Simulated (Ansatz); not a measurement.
# CCSD(T)/STO-3G run of BClO (boron chloride oxide)

Aim: the vertical ionisation energy of BClO (boron chloride oxide) at CCSD(T)/STO-3G, from 2 runs. 

The calculation is run with Ansatz 0.2.0.

61 further runs of the same task are left out: 15 that didn't finish, 46 set aside as unsound or not needed.

**1. The structure to begin with**

BClO has 3 atoms, charge 0, and is taken as a singlet. As SMILES, `O=BCl`. The shape is that of a GFN2-xTB optimisation.

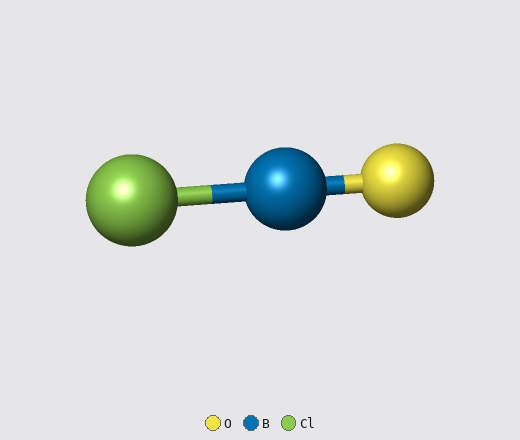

The structure, seen from a chosen angle (oxygen yellow, boron blue, chlorine green).

**2. The energy at CCSD(T)/STO-3G**

Input file job.yaml:

```yaml
crystal:
  periodic: [false, false, false]
  atoms:
    - {symbol: O, position_ang: [1.019560, 0.606200, 0.626990]}
    - {symbol: B, position_ang: [0.113080, 0.066620, 0.069470]}
    - {symbol: Cl, position_ang: [-1.132640, -0.672810, -0.696460]}
basis:
  gaussian:
    orbitals: STO-3G
accuracy: high
scf:
  omitted_lower_state_checks: [cluster_reference, increment]
correlation:
  method: ccsd_t
  frozen_orbitals: {B: 1, Cl: 5, O: 1}
```

Started as:

```
$ ansatz run job.yaml --threads 1 --pin off --max-ram 2610MiB --events-out events.jsonl --progress --plain --runs-dir runs
```

Log, cut to the lines that bear on the results:

```text
Warning: RAYON_NUM_THREADS=1 ignored (pool sized by the plan → 1); use --threads N
Functional definition: HF
  name "HF"
[...]
323 factors; integrals over basis functions are off by at most 2.9e-8 eV
[...]
mean field -15044.16120379 eV, -552.8627269404 hartree, gradient 1.8e-8 eV, S^2 0.000000; 0 other end points of the search recorded, 0 dependent functions left out
7 core orbitals not correlated: weight in the atoms' cores, before any rotation towards them, 1.000 or more for the frozen orbitals, at most 0.000 for the correlated occupied ones
reference -15044.16120379 eV, -552.8627269404 hartree; 8, 8 occupied and 4, 4 virtual orbitals, 323 factors
second order -3.47995745 eV of doubles, -0.00000000 eV of singles
cycle   1  -3.31304107 eV  change    1.7e-1 eV  update   1.1e-1
[...]
cycle  18  -3.60103649 eV  change  -9.9e-10 eV  update  9.3e-10
perturbative correction -0.20987135 eV, -0.0077126298 hartree
Total energy: -15047.97211163 eV, -553.0027752205 hartree
Checks for a lower state left out: cluster_reference, increment
```

Wall time 0.2 s (1 thread of Arm Neoverse V1, shared host).

**3. The doublet cation at the same level**

Edit job.yaml of step 2 so:

```diff
@@ -9,2 +9,9 @@
     orbitals: STO-3G
+correlation:
+  method: ccsd_t
+  frozen_orbitals: {B: 1, Cl: 5, O: 1}
+magnetization:
+  spin_polarized: true
+  initial_magnetization: 1
+total_charge: 1
 accuracy: high
@@ -12,4 +19 @@
   omitted_lower_state_checks: [cluster_reference, increment]
-correlation:
-  method: ccsd_t
-  frozen_orbitals: {B: 1, Cl: 5, O: 1}
```

Started as:

```
$ ansatz run job.yaml --threads 1 --pin off --max-ram 2610MiB --events-out events.jsonl --progress --plain --runs-dir runs
```

Log, cut to the lines that bear on the results:

```text
Warning: RAYON_NUM_THREADS=1 ignored (pool sized by the plan → 1); use --threads N
[... 2 set-up lines as earlier in the session ...]
[...]
323 factors; integrals over basis functions are off by at most 2.9e-8 eV
[...]
mean field -15034.36026760 eV, -552.5025491788 hartree, gradient 7.3e-12 eV, S^2 0.772790; 8 other end points of the search recorded, 0 dependent functions left out
7 core orbitals not correlated: weight in the atoms' cores, before any rotation towards them, 1.000 or more for the frozen orbitals, at most 0.000 for the correlated occupied ones
reference -15034.36026760 eV, -552.5025491788 hartree; 8, 7 occupied and 4, 5 virtual orbitals, 323 factors
second order -2.29589635 eV of doubles, -0.00000000 eV of singles
cycle   1  -2.45977957 eV  change   -1.6e-1 eV  update   1.0e-1
[...]
cycle  31  -3.00045726 eV  change  -4.3e-10 eV  update  1.7e-10
perturbative correction -0.19941760 eV, -0.0073284617 hartree
Total energy: -15037.56014245 eV, -552.6201424108 hartree
Checks for a lower state left out: cluster_reference, increment
```

It took 1.2 s on 1 thread of Arm Neoverse V1, shared host.

**4. What came out**

At CCSD(T)/STO-3G, 7 core orbitals frozen:

| quantity | value |
| --- | --- |
| singlet BClO: total energy | -553.00278 Eh |
| singlet BClO: correlation energy (7 core orbitals frozen) | -140.0 mEh |
| singlet BClO: (T) correction | -7.71 mEh |
| singlet BClO: T1 diagnostic | 0.018 |
| doublet cation: total energy | -552.62014 Eh |
| doublet cation: correlation energy (7 core orbitals frozen) | -117.6 mEh |
| doublet cation: (T) correction | -7.33 mEh |
| doublet cation: ⟨S²⟩ of the reference determinant | 0.773 |
| doublet cation: T1 diagnostic | 0.064 |
| vertical ionisation energy (to the doublet cation) | 10.412 eV |

The vertical ionisation energy comes to 10.41 eV (1005 kJ/mol). In a minimal basis such a difference can be off by several eV, whatever the method. The triples (singlet BClO) make up 5.5 % of the correlation energy. The T1 diagnostic (doublet cation) of 0.064 is above the customary mark for such species, so a single reference may not serve. The triples (doublet cation) make up 6.2 % of the correlation energy.
